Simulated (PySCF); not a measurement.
## Geometry relaxation, with input and output: C$_{4}$H$_{15}$BN$_{2}$O$_{2}$Si (part 1 of 2)

- system: C$_{4}$H$_{15}$BN$_{2}$O$_{2}$Si, SMILES CN(C)[SiH2]N(C)CB(O)O
- method: PBE0-D3(BJ)/def2-SVP geometry optimisation, gas phase (PySCF 2.14.0)

It belongs to a series of runs on one base structure; here: H on C replaced by B(OH)2.

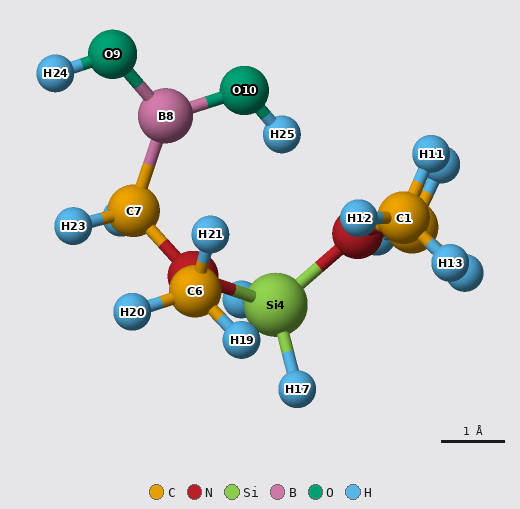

Figure 1. The starting structure (ball-and-stick view, seen at a tilt; atoms are numbered from 1 in the order of the input). Bond lengths as drawn: B–C 1.62 Å, B–O 1.33 to 1.38 Å, C–H 1.04 to 1.11 Å, C–N 1.43 to 1.48 Å, H–O 0.97 to 0.98 Å, H–Si 1.45 to 1.47 Å and N–Si 1.72 to 1.75 Å.

Input
```
{"job": {"xc": "PBE0", "basis": "def2-SVP", "d3": "d3bj", "grid": 1, "shake": 0.01, "kind": "geom"}, "charge": 0, "multiplicity": 1}
C      1.861820    -0.427890     1.237970
N      1.477560     0.637950     0.293020
C      2.379730     1.754840     0.358300
Si     0.753820     0.215460    -1.214700
N     -0.763840    -0.627510    -1.033470
C     -0.834330    -2.025170    -0.743490
C     -1.985490     0.073780    -0.682400
B     -2.171350     0.359140     0.900650
O     -3.394560     0.229670     1.534420
O     -1.166330     0.744230     1.690040
H      1.860000     0.000690     2.257460
H      1.108670    -1.197780     1.203310
H      2.798210    -0.820760     1.000330
H      2.061030     2.537850    -0.312710
H      2.404060     2.149960     1.382970
H      3.422490     1.477730     0.111420
H      1.541630    -0.660120    -2.054870
H      0.417480     1.504830    -1.833450
H      0.108870    -2.512770    -1.003330
H     -1.657100    -2.480460    -1.326290
H     -1.056180    -2.225060     0.308790
H     -1.972420     1.015050    -1.216040
H     -2.823590    -0.486010    -1.128850
H     -4.120530    -0.055770     0.952340
H     -0.297260     0.830170     1.236660
```

The first line tells a small driver script what to run in PySCF; the rest is the geometry in Å.

Hardware: 1 CPU thread, shared host.

Launched with:
```bash
OMP_NUM_THREADS=1 python <driver script> task.json out
```

What the program printed
```
step   0  E = -734.84562785  max force = 0.042496
step   1  E = -734.85545461  max force = 0.010391
step   2  E = -734.85333951  max force = 0.011286
step   3  E = -734.85531617  max force = 0.004718
step   4  E = -734.85603026  max force = 0.003083
step   5  E = -734.85593849  max force = 0.003416
step   6  E = -734.85629648  max force = 0.001383
step   7  E = -734.85647533  max force = 0.001019
step   8  E = -734.85658942  max force = 0.001175
step   9  E = -734.85665856  max force = 0.000712
step  10  E = -734.85664878  max force = 0.001009
step  11  E = -734.85669013  max force = 0.000727
step  12  E = -734.85670021  max force = 0.000562
step  13  E = -734.85670418  max force = 0.000458
step  14  E = -734.85670732  max force = 0.000255
optimisation converged
```

Trajectory as extended XYZ (Å, eV, eV/Å), 15 frames, from step=0 to step=14
```
25
Properties=species:S:1:pos:R:3:forces:R:3 step=0 energy=-19996.16804
C     1.8618   -0.4279    1.2380   -2.1009   2.0248   0.0161
N     1.4776    0.6380    0.2930    0.3733  -0.4053   1.1161
C     2.3797    1.7548    0.3583    0.3525  -0.3520   0.4476
Si    0.7538    0.2155   -1.2147   -1.7304  -0.2793  -0.0473
N    -0.7638   -0.6275   -1.0335    0.6329   0.3951   0.1267
C    -0.8343   -2.0252   -0.7435   -0.1528   0.0173  -0.4477
C    -1.9855    0.0738   -0.6824    0.1740  -0.2993   0.5396
B    -2.1713    0.3591    0.9006   -1.2890  -0.4089  -0.2849
O    -3.3946    0.2297    1.5344   -0.0625  -0.0879  -0.6403
O    -1.1663    0.7442    1.6900    1.0435   0.2101   0.1116
H     1.8600    0.0007    2.2575    0.1410  -0.2022  -0.0454
H     1.1087   -1.1978    1.2033   -0.4280  -0.6864   0.0809
H     2.7982   -0.8208    1.0003    2.1852  -0.9817  -0.3621
H     2.0610    2.5379   -0.3127   -0.1652   0.5971  -0.4228
H     2.4041    2.1500    1.3830   -0.0244   0.2175   0.1411
H     3.4225    1.4777    0.1114    0.0645   0.0246  -0.1093
H     1.5416   -0.6601   -2.0549    0.7461  -0.5295  -0.4998
H     0.4175    1.5048   -1.8335    0.0967   0.4037  -0.2886
H     0.1089   -2.5128   -1.0033    0.1437  -0.2789  -0.0751
H    -1.6571   -2.4805   -1.3263    0.0833  -0.2145  -0.0468
H    -1.0562   -2.2251    0.3088   -0.0073  -0.1743   0.5356
H    -1.9724    1.0151   -1.2160   -0.1381   0.8520  -0.2551
H    -2.8236   -0.4860   -1.1288   -0.2684  -0.0515   0.0656
H    -4.1205   -0.0558    0.9523    0.6496   0.1982   0.3108
H    -0.2973    0.8302    1.2367   -0.3194   0.0113   0.0337
25
Properties=species:S:1:pos:R:3:forces:R:3 step=1 energy=-19996.43544
C     1.8330   -0.4641    1.1782    0.5343  -0.2412  -0.2787
N     1.4348    0.6171    0.2987    0.0753   0.1014  -0.0704
C     2.3082    1.7687    0.3903   -0.0005   0.0658  -0.0543
Si    0.7010    0.1802   -1.2481   -0.1347  -0.2243  -0.0240
N    -0.7903   -0.6613   -1.0154    0.1129   0.1465  -0.0139
C    -0.8583   -2.0719   -0.7332   -0.0333  -0.0289   0.0154
C    -1.9918    0.0789   -0.6344   -0.0259   0.0758  -0.0829
B    -2.1066    0.4348    0.9269    0.1988   0.0421   0.1753
O    -3.2870    0.3821    1.6084   -0.0117   0.0412   0.0632
O    -1.0229    0.8488    1.6247   -0.3114  -0.0613  -0.1332
H     1.8754   -0.1168    2.2207    0.0003   0.0334   0.1096
H     1.1003   -1.2822    1.1366   -0.0025  -0.0245   0.0019
H     2.8456   -0.8845    0.9128   -0.5258   0.2041   0.1603
H     1.9597    2.5769   -0.2742    0.0062  -0.0730   0.0495
H     2.3191    2.1624    1.4210   -0.0281   0.0180   0.0213
H     3.3576    1.5355    0.1208   -0.0020  -0.0078  -0.0222
H     1.5893   -0.7057   -2.0686    0.0149   0.0009   0.0705
H     0.4328    1.4825   -1.9167    0.0074   0.0387  -0.0370
H     0.0758   -2.5760   -1.0270   -0.0259   0.0046  -0.0117
H    -1.6874   -2.5487   -1.2904    0.0240  -0.0040  -0.0282
H    -1.0352   -2.2875    0.3417    0.0456   0.0038  -0.0192
H    -2.0012    1.0414   -1.1872   -0.0100  -0.0560   0.0600
H    -2.8758   -0.4674   -1.0182   -0.0178  -0.0021   0.0254
H    -4.0169    0.0697    1.0725   -0.0541  -0.0414  -0.0851
H    -0.2066    0.8910    1.0820    0.1638  -0.0118   0.1085
25
Properties=species:S:1:pos:R:3:forces:R:3 step=2 energy=-19996.37789
C     1.8923   -0.4025    1.1847    0.1997   0.0013  -0.1436
N     1.4910    0.6478    0.2690   -0.1115  -0.0742   0.0974
C     2.3758    1.7936    0.2951   -0.1021  -0.0516   0.0153
Si    0.7201    0.1590   -1.2429   -0.1162   0.1369   0.1163
N    -0.7873   -0.6394   -0.9862   -0.0027   0.0836   0.1451
C    -0.8843   -2.0552   -0.7391   -0.0211  -0.0305  -0.0133
C    -1.9776    0.1154   -0.5901    0.2860  -0.0146  -0.0110
B    -2.1901    0.3596    0.9879   -0.1031  -0.1557  -0.3220
O    -3.4547    0.3045    1.4989    0.0760   0.1245   0.2067
O    -1.1865    0.6594    1.8415    0.5113  -0.1180  -0.1044
H     1.9538   -0.0125    2.2150    0.0318  -0.0188   0.0513
H     1.1508   -1.2144    1.1885   -0.0177  -0.0510  -0.0092
H     2.8830   -0.8410    0.9286   -0.1088   0.0287   0.0754
H     2.0164    2.5719   -0.3949   -0.0002  -0.0030   0.0050
H     2.4080    2.2321    1.3078    0.0082   0.0149   0.0036
H     3.4169    1.5403    0.0112    0.0180   0.0055   0.0001
H     1.5886   -0.7686   -2.0351   -0.0095  -0.0485   0.0284
H     0.4766    1.4475   -1.9526    0.0209   0.0003  -0.0499
H     0.0311   -2.5710   -1.0674   -0.0021  -0.0038  -0.0071
H    -1.7321   -2.4985   -1.2956    0.0038  -0.0050  -0.0046
H    -1.0403   -2.2973    0.3325    0.0083  -0.0023  -0.0072
H    -1.9399    1.1096   -1.0772    0.0110   0.0067   0.0508
H    -2.8618   -0.3765   -1.0418   -0.0448  -0.0130   0.0211
H    -4.1102    0.0698    0.8381    0.0452   0.0071  -0.0111
H    -0.2869    0.6703    1.4462   -0.5803   0.1806  -0.1331
25
Properties=species:S:1:pos:R:3:forces:R:3 step=3 energy=-19996.43168
C     1.8731   -0.4489    1.1737    0.2172  -0.0591  -0.1307
N     1.4691    0.6246    0.2866   -0.1065   0.0401   0.0989
C     2.3510    1.7713    0.3462   -0.0333  -0.0131  -0.0035
Si    0.7055    0.1737   -1.2408   -0.1334   0.0030   0.0415
N    -0.7926   -0.6484   -1.0012    0.0230   0.0927   0.0854
C    -0.8633   -2.0618   -0.7324   -0.0410  -0.0270  -0.0011
C    -1.9942    0.0908   -0.6112    0.2340   0.0553  -0.0252
B    -2.1557    0.4164    0.9569   -0.0654  -0.1381  -0.1653
O    -3.3878    0.3402    1.5391    0.0260   0.0979   0.1722
O    -1.1255    0.8096    1.7383    0.2289  -0.0359  -0.1440
H     1.9344   -0.0870    2.2136    0.0112  -0.0081   0.0433
H     1.1334   -1.2622    1.1554   -0.0106  -0.0228  -0.0005
H     2.8665   -0.8780    0.9038   -0.1761   0.0671   0.0759
H     1.9932    2.5688   -0.3230   -0.0009  -0.0144   0.0108
H     2.3811    2.1809    1.3710   -0.0015   0.0155   0.0043
H     3.3936    1.5278    0.0595    0.0083   0.0041  -0.0093
H     1.5802   -0.7260   -2.0586    0.0108  -0.0264   0.0454
H     0.4463    1.4767   -1.9161    0.0152   0.0081  -0.0468
H     0.0665   -2.5647   -1.0399   -0.0070  -0.0049  -0.0134
H    -1.6964   -2.5309   -1.2900    0.0117  -0.0061  -0.0151
H    -1.0298   -2.2889    0.3411    0.0263  -0.0024  -0.0067
H    -1.9936    1.0609   -1.1470   -0.0118   0.0021   0.0381
H    -2.8764   -0.4454   -1.0135   -0.0200  -0.0045   0.0255
H    -4.0677    0.0406    0.9317    0.0376  -0.0029  -0.0219
H    -0.2586    0.8637    1.2790   -0.2426  -0.0201  -0.0578
25
Properties=species:S:1:pos:R:3:forces:R:3 step=4 energy=-19996.45111
C     1.8546   -0.4460    1.1816    0.1586  -0.0529  -0.0675
N     1.4529    0.6260    0.2912   -0.0554   0.0146   0.0656
C     2.3283    1.7770    0.3575   -0.0136   0.0029   0.0112
Si    0.7042    0.1710   -1.2427   -0.0645  -0.0113  -0.0152
N    -0.7899   -0.6549   -1.0082    0.0060   0.0517   0.0569
C    -0.8670   -2.0682   -0.7389   -0.0272  -0.0183  -0.0182
C    -1.9863    0.0906   -0.6215    0.0444   0.0269  -0.0132
B    -2.1298    0.4128    0.9465    0.0188  -0.0530  -0.0204
O    -3.3410    0.3558    1.5735   -0.0247   0.0411   0.0461
O    -1.0735    0.7933    1.6964    0.0713  -0.0506  -0.0449
H     1.9055   -0.0846    2.2229   -0.0053  -0.0072   0.0124
H     1.1188   -1.2631    1.1568   -0.0066  -0.0081   0.0010
H     2.8493   -0.8699    0.9218   -0.0917   0.0388   0.0379
H     1.9712    2.5717   -0.3147   -0.0036  -0.0028   0.0034
H     2.3479    2.1877    1.3823   -0.0064   0.0087  -0.0018
H     3.3745    1.5390    0.0789   -0.0024   0.0025  -0.0074
H     1.5883   -0.7259   -2.0532    0.0147  -0.0234   0.0466
H     0.4448    1.4728   -1.9216    0.0170  -0.0018  -0.0367
H     0.0615   -2.5746   -1.0441   -0.0033  -0.0021  -0.0128
H    -1.7000   -2.5343   -1.2991    0.0119   0.0013  -0.0114
H    -1.0366   -2.2946    0.3340    0.0232   0.0045  -0.0030
H    -1.9818    1.0613   -1.1553   -0.0053   0.0072   0.0333
H    -2.8746   -0.4384   -1.0204   -0.0057  -0.0120   0.0067
H    -4.0453    0.0648    0.9900    0.0153  -0.0031  -0.0153
H    -0.2234    0.8343    1.2083   -0.0655   0.0463  -0.0533
25
Properties=species:S:1:pos:R:3:forces:R:3 step=5 energy=-19996.44861
C     1.8575   -0.4615    1.1817   -0.1028   0.0453   0.0429
N     1.4347    0.6133    0.3026    0.0466   0.0717  -0.0280
C     2.2858    1.7813    0.3830    0.0358   0.0062   0.0051
Si    0.7036    0.1562   -1.2405    0.0197   0.0058  -0.0339
N    -0.7938   -0.6589   -1.0139    0.0067   0.0076  -0.0402
C    -0.8688   -2.0741   -0.7525   -0.0480  -0.0006  -0.0223
C    -1.9859    0.0910   -0.6249   -0.0375  -0.0708   0.0139
B    -2.0991    0.4206    0.9414   -0.0209   0.0656   0.0152
O    -3.2923    0.3621    1.6035   -0.0174  -0.0188   0.0090
O    -1.0251    0.8297    1.6465   -0.1380   0.0718   0.0569
H     1.8913   -0.1137    2.2294   -0.0237  -0.0055  -0.0285
H     1.1411   -1.2955    1.1414   -0.0029   0.0148  -0.0006
H     2.8581   -0.8568    0.9271    0.0778  -0.0104  -0.0418
H     1.9127    2.5730   -0.2830   -0.0001   0.0172  -0.0107
H     2.2924    2.1843    1.4112    0.0004  -0.0022  -0.0028
H     3.3372    1.5683    0.1040   -0.0011   0.0122   0.0030
H     1.6003   -0.7498   -2.0259   -0.0035  -0.0251   0.0278
H     0.4590    1.4543   -1.9343    0.0212  -0.0060  -0.0084
H     0.0583   -2.5768   -1.0677    0.0021  -0.0001  -0.0085
H    -1.7028   -2.5375   -1.3132   -0.0011  -0.0013   0.0032
H    -1.0292   -2.3070    0.3200    0.0057  -0.0039   0.0033
H    -1.9900    1.0612   -1.1579    0.0260   0.0095  -0.0156
H    -2.8788   -0.4410   -1.0101    0.0098   0.0017   0.0006
H    -4.0070    0.0566    1.0397    0.0180  -0.0091   0.0112
H    -0.2064    0.9246    1.1142    0.1272  -0.1757   0.0491
25
Properties=species:S:1:pos:R:3:forces:R:3 step=6 energy=-19996.45835
C     1.8623   -0.4447    1.1875   -0.0217   0.0060   0.0206
N     1.4390    0.6227    0.3010    0.0102   0.0419   0.0011
C     2.2895    1.7925    0.3722   -0.0005   0.0108   0.0043
Si    0.7074    0.1527   -1.2382   -0.0085  -0.0109  -0.0452
N    -0.7916   -0.6637   -1.0149   -0.0055   0.0174   0.0043
C    -0.8847   -2.0789   -0.7595    0.0163  -0.0067  -0.0341
C    -1.9791    0.0918   -0.6228   -0.0112  -0.0048   0.0341
B    -2.0994    0.4063    0.9477   -0.0189   0.0409  -0.0004
O    -3.3007    0.3571    1.5962   -0.0086  -0.0035   0.0107
O    -1.0276    0.7874    1.6720   -0.0711   0.0149   0.0325
H     1.8954   -0.0893    2.2321   -0.0129  -0.0060  -0.0090
H     1.1462   -1.2792    1.1532   -0.0037   0.0013  -0.0035
H     2.8643   -0.8408    0.9345    0.0459  -0.0083  -0.0195
H     1.9156    2.5791   -0.2998   -0.0004   0.0067  -0.0033
H     2.2960    2.2032    1.3972   -0.0010  -0.0024  -0.0021
H     3.3411    1.5790    0.0946   -0.0043   0.0015   0.0012
H     1.6040   -0.7574   -2.0189    0.0011  -0.0243   0.0323
H     0.4652    1.4490   -1.9359    0.0141  -0.0129  -0.0195
H     0.0368   -2.5915   -1.0757    0.0018  -0.0020  -0.0054
H    -1.7232   -2.5298   -1.3235   -0.0002   0.0060   0.0029
H    -1.0493   -2.3146    0.3118    0.0059   0.0018   0.0008
H    -1.9685    1.0661   -1.1487    0.0005   0.0141   0.0073
H    -2.8766   -0.4266   -1.0155    0.0151  -0.0077  -0.0100
H    -4.0129    0.0691    1.0206    0.0059  -0.0083   0.0047
H    -0.1968    0.8643    1.1548    0.0518  -0.0654  -0.0046
25
Properties=species:S:1:pos:R:3:forces:R:3 step=7 energy=-19996.46322
C     1.8709   -0.4303    1.1919   -0.0042   0.0022  -0.0032
N     1.4370    0.6296    0.3002    0.0027  -0.0066   0.0030
C     2.2759    1.8081    0.3653   -0.0255   0.0138   0.0101
Si    0.7148    0.1388   -1.2379   -0.0077   0.0477  -0.0317
N    -0.7939   -0.6594   -1.0169    0.0214   0.0367   0.0275
C    -0.8864   -2.0768   -0.7751   -0.0362  -0.0130  -0.0094
C    -1.9768    0.1013   -0.6168   -0.0142  -0.0524   0.0133
B    -2.1058    0.3912    0.9583    0.0097   0.0028   0.0242
O    -3.3088    0.3510    1.6051    0.0026  -0.0036  -0.0439
O    -1.0300    0.7373    1.6927    0.0214  -0.0109   0.0160
H     1.8924   -0.0734    2.2360   -0.0043  -0.0001  -0.0007
H     1.1656   -1.2741    1.1551    0.0055  -0.0045  -0.0045
H     2.8797   -0.8128    0.9440    0.0339  -0.0086  -0.0105
H     1.8957    2.5869   -0.3126    0.0006   0.0000   0.0021
H     2.2764    2.2255    1.3874    0.0009  -0.0010   0.0008
H     3.3297    1.6026    0.0905    0.0012  -0.0002   0.0027
H     1.6116   -0.7982   -1.9857   -0.0112  -0.0190   0.0195
H     0.4948    1.4231   -1.9644    0.0204  -0.0019  -0.0124
H     0.0310   -2.5877   -1.1058   -0.0037   0.0077  -0.0023
H    -1.7308   -2.5198   -1.3363   -0.0059  -0.0049   0.0070
H    -1.0404   -2.3227    0.2954   -0.0030  -0.0083   0.0006
H    -1.9544    1.0850   -1.1249    0.0067   0.0009   0.0011
H    -2.8761   -0.4032   -1.0230    0.0071  -0.0007  -0.0164
H    -4.0232    0.0813    1.0235   -0.0107  -0.0042   0.0038
H    -0.1965    0.8006    1.1760   -0.0074   0.0282   0.0032
```
